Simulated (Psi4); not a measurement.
**BBrCl2 (bromodichloroborane): M06-L/cc-pVDZ**

Aim: the vertical ionisation energy of BBrCl2 (bromodichloroborane) at M06-L/cc-pVDZ, from 2 runs. Input form: a Python script.

The calculation is run with Psi4 1.11.

1 further run of the same task is left out (set aside as unsound or not needed).

## (1) Starting point

BBrCl2: 4 atoms, total charge 0, spin state singlet. SMILES: `ClB(Cl)Br`. The shape is that of a PBE0-D4/def2-TZVP optimisation.

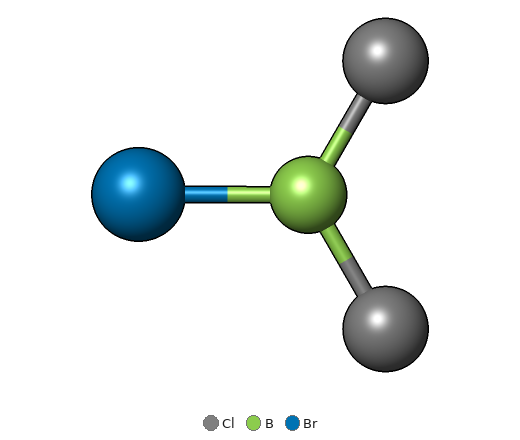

The structure, seen from a chosen angle (chlorine grey, boron green, bromine blue).

## (2) The energy at M06-L/cc-pVDZ

bbrcl2.xyz reads:

```xyz
4
BBrCl2
Cl     0.582100     0.666000     1.510800
B      0.037200    -0.038100     0.022100
Cl     0.444300    -1.679200    -0.365600
Br    -1.008100     0.991100    -1.187600
```

run.py reads:

```python
import psi4

psi4.set_memory(1600000000)
psi4.set_num_threads(1)
psi4.core.set_output_file('run.log', False)

with open('bbrcl2.xyz') as f:
    atoms = ''.join(f.readlines()[2:])
molecule = psi4.geometry('0 1\n' + atoms + 'symmetry c1')

psi4.set_options(dict(puream=True, e_convergence=1e-09, d_convergence=1e-08, scf_type='pk', dft_radial_points=99, dft_spherical_points=590))

e, wfn = psi4.energy('m06-l/cc-pVDZ', molecule=molecule, return_wfn=True)
psi4.oeprop(wfn, 'MULLIKEN_CHARGES', 'WIBERG_LOWDIN_INDICES', 'DIPOLE')
print('E =', round(e, 9))
for k, v in sorted(psi4.core.scalar_variables().items()):
    print(f'{k:45s} {v:18.10f}')
```

Command:

```sh
$ python run.py
```

run.log:

```text
[...]
  Running in c1 symmetry.
[...]
  Nuclear repulsion =  351.409229119585689
[...]
  Multiplicity = 1
[...]
  Nalpha       = 37
  Nbeta        = 37
[...]
    Number of basis functions: 77
[...]
   @RKS iter   1: -3519.23578341002349   -1.14388e+00   8.39652e-03 ADIIS/DIIS
[...]
   @RKS iter  11: -3519.40122643460563   -9.09495e-13   1.52037e-09 DIIS
[...]
    Orbital Energies [Eh]
    ---------------------
    Doubly Occupied:
       1A   -482.200584     2A   -101.215781     3A   -101.215763
       4A    -62.457096     5A    -56.163398     6A    -56.161638
       7A    -56.160742     8A     -9.439358     9A     -9.439330
      10A     -8.744489    11A     -7.144873    12A     -7.144854
      13A     -7.138659    14A     -7.138640    15A     -7.136459
      16A     -7.136440    17A     -6.791974    18A     -6.515499
      19A     -6.507801    20A     -6.504420    21A     -2.585178
      22A     -2.583632    23A     -2.581209    24A     -2.575351
      25A     -2.575128    26A     -0.855423    27A     -0.817983
      28A     -0.761612    29A     -0.497108    30A     -0.426925
      31A     -0.413041    32A     -0.379749    33A     -0.326692
      34A     -0.319815    35A     -0.316135    36A     -0.298825
[...]
  @RKS Final Energy: -3519.40122643460563
   => Energetics <=
    Nuclear Repulsion Energy =            351.4092291195856887
    One-Electron Energy =               -5586.0435186372951648
    Two-Electron Energy =                1867.0806781568273891
    DFT Exchange-Correlation Energy =    -151.8476150737231762
    Empirical Dispersion Energy =           0.0000000000000000
    VV10 Nonlocal Energy =                  0.0000000000000000
    Total Energy =                      -3519.4012264346056327
[...]
 Multipole Moments:
 ------------------------------------------------------------------------------------
     Multipole            Electronic (a.u.)      Nuclear  (a.u.)        Total (a.u.)
 ------------------------------------------------------------------------------------
 L = 1.  Multiply by 2.5417464519 to convert [e a0] to [Debye]
 Dipole X            :         -4.5126706            4.4863051           -0.0263655
 Dipole Y            :          4.4427561           -4.4166878            0.0260683
 Dipole Z            :         -5.2210697            5.1907745           -0.0302952
 Magnitude           :                                                    0.0478800
[...]
  Mulliken Charges: (a.u.)
   Center  Symbol    Alpha    Beta     Spin     Total
       1    CL     8.54353  8.54353  0.00000 -0.08705
       2     B     2.37688  2.37688  0.00000  0.24625
       3    CL     8.54357  8.54357  0.00000 -0.08714
       4    BR    17.53603 17.53603  0.00000 -0.07205
   Total alpha = 37.00000, Total beta = 37.00000, Total charge =  0.00000
  Wiberg Bond Indices using Orthogonal Lowdin Orbitals:
[...]
```

On the terminal:

```text
E = -3519.401226435
CURRENT ENERGY                                  -3519.4012264346
CURRENT REFERENCE ENERGY                        -3519.4012264346
DD SOLVATION ENERGY                                 0.0000000000
DFT FUNCTIONAL TOTAL ENERGY                     -3519.4012264346
DFT TOTAL ENERGY                                -3519.4012264346
DFT VV10 ENERGY                                     0.0000000000
DFT XC ENERGY                                    -151.8476150737
GRID ELECTRONS ALPHA                               37.0000001239
GRID ELECTRONS BETA                                37.0000001239
GRID ELECTRONS TOTAL                               74.0000002479
NUCLEAR REPULSION ENERGY                          351.4092291196
ONE-ELECTRON ENERGY                             -5586.0435186373
PCM POLARIZATION ENERGY                             0.0000000000
PE ENERGY                                           0.0000000000
SCF ITERATION ENERGY                            -3519.4012264346
SCF ITERATIONS                                     11.0000000000
SCF TOTAL ENERGY                                -3519.4012264346
TWO-ELECTRON ENERGY                              1867.0806781568
XC GRID RADIAL POINTS                              99.0000000000
XC GRID SPHERICAL POINTS                          590.0000000000
XC GRID TOTAL POINTS                           214654.0000000000
```

Run time: 32 s. Hardware: 1 thread of Intel Xeon Platinum 8488C (Sapphire Rapids), shared host; peak memory 1 GiB.

## (3) The doublet cation: energy and gradient at UM06-L/cc-pVDZ

bbrcl2.xyz is that of step 2.

bbrcl2.py reads:

```python
import psi4

psi4.set_memory(1600000000)
psi4.set_num_threads(1)
psi4.core.set_output_file('output.dat', False)

with open('bbrcl2.xyz') as f:
    atoms = ''.join(f.readlines()[2:])
molecule = psi4.geometry('1 2\n' + atoms + 'symmetry c1')

psi4.set_options({
    'reference': 'uks',
    'puream': True,
    'e_convergence': 1e-09,
    'd_convergence': 1e-08,
    'scf_type': 'pk',
    'dft_radial_points': 99,
    'dft_spherical_points': 590,
    'maxiter': 200,
})

E, wfn = psi4.gradient('m06-l/cc-pVDZ', return_wfn=True)
psi4.oeprop(wfn, 'QUADRUPOLE', 'DIPOLE', 'MULLIKEN_CHARGES', title='M06-L')
print('gradient / Eh bohr^-1')
print(E.np.round(6))
print(f'energy = {wfn.energy():.10f} Eh')
```

Command:

```sh
$ python bbrcl2.py
```

output.dat, cut to the lines that bear on the results:

```text
[...]
  Running in c1 symmetry.
[...]
  Nuclear repulsion =  351.409229119585689
[...]
  Multiplicity = 2
[...]
  Nalpha       = 37
  Nbeta        = 36
[...]
    Number of basis functions: 77
[...]
   @UKS iter   1: -3518.90633044707056   -8.14428e-01   7.25097e-03 DIIS/ADIIS
[...]
   @UKS iter  14: -3519.01027435098877   -2.27374e-12   9.11436e-09 DIIS
[...]
   @S^2 Observed:                7.527567923E-01
[...]
  @UKS Final Energy: -3519.01027435098877
   => Energetics <=
    Nuclear Repulsion Energy =            351.4092291195856887
    One-Electron Energy =               -5567.2741644089146575
    Two-Electron Energy =                1848.3350040969157817
    DFT Exchange-Correlation Energy =    -151.4803431585754083
    Empirical Dispersion Energy =           0.0000000000000000
    VV10 Nonlocal Energy =                  0.0000000000000000
    Total Energy =                      -3519.0102743509887659
[...]
  -Total Gradient:
     Atom            X                  Y                   Z
    ------   -----------------  -----------------  -----------------
       1        0.004855571956    -0.001211494721     0.008073989171
       2       -0.010428377884     0.010271329969    -0.012026062770
       3        0.004468626448    -0.007978575520     0.002679255917
       4        0.001125233527    -0.001101877878     0.001296873680
[...]
 Multipole Moments:
 ------------------------------------------------------------------------------------
     Multipole            Electronic (a.u.)      Nuclear  (a.u.)        Total (a.u.)
 ------------------------------------------------------------------------------------
 L = 1.  Multiply by 2.5417464519 to convert [e a0] to [Debye]
 Dipole X            :         -4.4089380            4.4863051            0.0773671
 Dipole Y            :          4.3404808           -4.4166878           -0.0762070
 Dipole Z            :         -5.1011374            5.1907745            0.0896372
 Magnitude           :                                                    0.1408119
 L = 2.  Multiply by 1.3450342976 to convert [e a0^2] to [Debye ang]
 Quadrupole XX       :       -175.6692615          144.8401225          -30.8291390
 Quadrupole XY       :        129.9102077         -132.2168577           -2.3066500
[...]
  Mulliken Charges: (a.u.)
   Center  Symbol    Alpha    Beta     Spin     Total
[...]
```

On the terminal:

```text
gradient / Eh bohr^-1
[[ 0.004856 -0.001211  0.008074]
 [-0.010428  0.010271 -0.012026]
 [ 0.004469 -0.007979  0.002679]
 [ 0.001125 -0.001102  0.001297]]
energy = -3519.0102743510 Eh
```

It took 1.8 min on 1 thread of Intel Xeon Platinum 8488C (Sapphire Rapids), shared host; peak memory 1 GiB.

## (4) Summary of results

Level: M06-L/cc-pVDZ.

```
                                          quantity           value
                      singlet BBrCl2: total energy  -3519.40123 Eh
                     singlet BBrCl2: dipole moment          0.12 D
                       singlet BBrCl2: HOMO energy        -7.59 eV
                       singlet BBrCl2: LUMO energy        -2.36 eV
                     singlet BBrCl2: HOMO–LUMO gap         5.23 eV
                      doublet cation: total energy  -3519.01027 Eh
doublet cation: HOMO energy (highest over α and β)       -14.53 eV
 doublet cation: LUMO energy (lowest over α and β)       -13.71 eV
                              doublet cation: ⟨S²⟩           0.753
          doublet cation: largest force on an atom      0.974 eV/Å
vertical ionisation energy (to the doublet cation)       10.638 eV
```

What this shows: Removing an electron at fixed nuclei costs 10.64 eV (245 kcal/mol). The negative HOMO energy of the first species, 7.59 eV, lies 3.04 eV below that difference. Mulliken charges (singlet BBrCl2) run from -0.09 on Cl3 to +0.25 on B2.
